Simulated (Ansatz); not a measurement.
**doublet SiHF− at 4 levels**

Wanted: a comparison of 4 runs (U-r2SCAN/STO-3G, U-revPBE/STO-3G, UPBE/STO-3G, UCCSD/STO-3G) of doublet SiHF−. 

Program for the calculation: Ansatz 0.2.0.

61 further runs of the same task are left out: 7 that didn't finish, 54 set aside as unsound or not needed.

### Step 1. Starting point

SiHF−: 3 atoms, total charge -1, spin state doublet. SMILES of the parent species: `F[SiH]`. The shape is that of a PBE0-D4/def2-TZVP optimisation. That shape belongs to the parent species and isn't relaxed for this state.

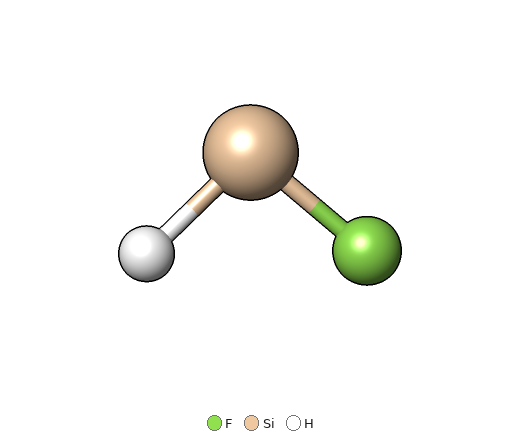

The structure, seen from a chosen angle (fluorine green, silicon light orange, hydrogen white).

### Step 2. A single-point energy at U-r2SCAN/STO-3G (run 1)

File molecule.yaml:

```yaml
crystal:
  periodic: [false, false, false]
  atoms:
    - {symbol: F, position_ang: [-1.090200, 0.024400, -0.602300]}
    - {symbol: Si, position_ang: [0.186800, 0.629400, 0.173800]}
    - {symbol: H, position_ang: [0.892400, -0.718600, 0.415300]}
basis:
  gaussian: {orbitals: STO-3G}
total_charge: -1
magnetization: {spin_polarized: true, initial_magnetization: 1}
accuracy: high
hamiltonian: {xc: r2scan}
```

Launch:

```bash
$ ansatz run molecule.yaml --threads 1 --pin off --max-ram 2610MiB --events-out events.jsonl --progress --plain --runs-dir runs
```

What it wrote:

```text
Warning: RAYON_NUM_THREADS=1 ignored (pool sized by the plan → 1); use --threads N
Functional definition: r2SCAN
  name "r2SCAN"
  parameter k0 = 0.174
  parameter k1 = 0.065
  parameter a1 = 4.9479
  exchange = r2scan_x(k0 = k0, k1 = k1, a1 = a1)
  correlation = r2scan_c
246 factors; integrals over basis functions are off by at most 3.3e-8 eV
mean field evaluation 1: about -10456.3374 eV, gradient 4.8e1 eV
mean field evaluation 2: about -10462.1682 eV, gradient 2.5e1 eV
mean field evaluation 4: about -10471.1634 eV, gradient 1.0e0 eV
mean field evaluation 8: about -10471.1476 eV, gradient 4.2e-3 eV
mean field evaluation 16: about -10471.1476 eV, gradient 1.1e-7 eV
mean field -10471.14761806 eV, -384.8075773647 hartree, gradient 5.7e-9 eV, S^2 0.751511; 0 other end points of the search recorded, 0 dependent functions left out
reference -10471.14761864 eV, -384.8075773863 hartree; 13, 12 occupied and 2, 3 virtual orbitals, 246 factors
Total energy: -10471.14761864 eV, -384.8075773863 hartree
```

Run time: 1.6 s. Hardware: 1 thread of AMD EPYC 9R14 (Zen 4), shared host; peak memory 0.21 GiB.

### Step 3. A single-point energy at U-revPBE/STO-3G (run 2)

Edit molecule.yaml of step 2 so:

```diff
@@ -10,3 +10,3 @@
 magnetization: {spin_polarized: true, initial_magnetization: 1}
+hamiltonian: {xc: {name: revPBE}}
 accuracy: high
-hamiltonian: {xc: r2scan}
```

Launch:

```bash
$ ansatz run molecule.yaml --threads 1 --pin off --max-ram 2610MiB --events-out events.jsonl --progress --plain --runs-dir runs
```

What it wrote:

```text
Warning: RAYON_NUM_THREADS=1 ignored (pool sized by the plan → 1); use --threads N
Functional definition: revPBE
  name "revPBE"
  parameter kappa = 1.245
  parameter beta = 0.06672455060314922
  exchange = pbe_x(kappa = kappa, mu = beta*pi^2/3)
  correlation = pbe_c(beta = beta)
246 factors; integrals over basis functions are off by at most 3.3e-8 eV
mean field evaluation 1: about -10449.1246 eV, gradient 5.8e1 eV
mean field evaluation 2: about -10457.1831 eV, gradient 2.8e1 eV
mean field evaluation 4: about -10469.7989 eV, gradient 3.0e0 eV
mean field evaluation 8: about -10469.8565 eV, gradient 4.9e-2 eV
mean field evaluation 16: about -10469.8565 eV, gradient 9.4e-9 eV
mean field -10469.85652958 eV, -384.7601307385 hartree, gradient 2.7e-8 eV, S^2 0.750913; 0 other end points of the search recorded, 0 dependent functions left out
reference -10469.85653141 eV, -384.7601308057 hartree; 13, 12 occupied and 2, 3 virtual orbitals, 246 factors
Total energy: -10469.85653141 eV, -384.7601308057 hartree
```

It took 0.62 s on 1 thread of AMD EPYC 9R14 (Zen 4), shared host; peak memory 0.14 GiB.

Run 3 isn't shown in full; the table further down has it.

### Step 4. The energy at UCCSD/STO-3G (run 4)

File run.yaml:

```yaml
crystal:
  periodic: [false, false, false]
  atoms:
    - {symbol: F, position_ang: [-1.090200, 0.024400, -0.602300]}
    - {symbol: Si, position_ang: [0.186800, 0.629400, 0.173800]}
    - {symbol: H, position_ang: [0.892400, -0.718600, 0.415300]}
basis:
  gaussian:
    orbitals: STO-3G
correlation:
  method: ccsd
  frozen_orbitals: {F: 1, H: 0, Si: 5}
scf:
  omitted_lower_state_checks: [cluster_reference, increment]
total_charge: -1
accuracy: high
magnetization:
  spin_polarized: true
  initial_magnetization: 1
```

Launch:

```bash
$ ansatz run run.yaml --threads 1 --pin off --max-ram 2610MiB --events-out events.jsonl --progress --plain --runs-dir runs
```

What it wrote, shortened:

```text
Warning: RAYON_NUM_THREADS=1 ignored (pool sized by the plan → 1); use --threads N
Functional definition: HF
  name "HF"
[...]
246 factors; integrals over basis functions are off by at most 3.3e-8 eV
[...]
mean field -10447.74662541 eV, -383.9476067468 hartree, gradient 6.7e-8 eV, S^2 0.754106; 0 other end points of the search recorded, 0 dependent functions left out
6 core orbitals not correlated: weight in the atoms' cores, before any rotation towards them, 1.000 or more for the frozen orbitals, at most 0.000 for the correlated occupied ones
reference -10447.74662541 eV, -383.9476067468 hartree; 7, 6 occupied and 2, 3 virtual orbitals, 246 factors
second order -0.86833468 eV of doubles, -0.00000000 eV of singles
cycle   1  -1.04891539 eV  change   -1.8e-1 eV  update   4.9e-2
[...]
cycle  20  -1.18217397 eV  change  -6.2e-10 eV  update   1.0e-9
Total energy: -10448.92879938 eV, -383.9910508390 hartree
Checks for a lower state left out: cluster_reference, increment
```

Wall time 0.12 s (1 thread of AMD EPYC 9R14 (Zen 4), shared host).

### Step 5. The series

```tsv
run	level	frozen core orbitals	energy (Eh)	⟨S²⟩	wall time
1	U-r2SCAN/STO-3G	–	-384.807577	0.752	1.6 s
2	U-revPBE/STO-3G	–	-384.760131	0.751	0.62 s
3	UPBE/STO-3G	–	-384.589596	0.751	0.64 s
4	UCCSD/STO-3G	6	-383.991051	0.754	0.12 s
```

### Step 6. Results

| quantity | value |
| --- | --- |
| run 4: total energy | -383.99105 Eh |
| run 4: correlation energy (6 core orbitals frozen) | -43.4 mEh |
| run 4: ⟨S²⟩ of the reference determinant | 0.754 |
| run 4: T1 diagnostic | 0.011 |

In words: Totals of different functionals can't be ranked against each other. In runs 1, 2, 3, 4 the basis is minimal, so the values are rough. All runs together took 3 s, the longest 1.6 s.
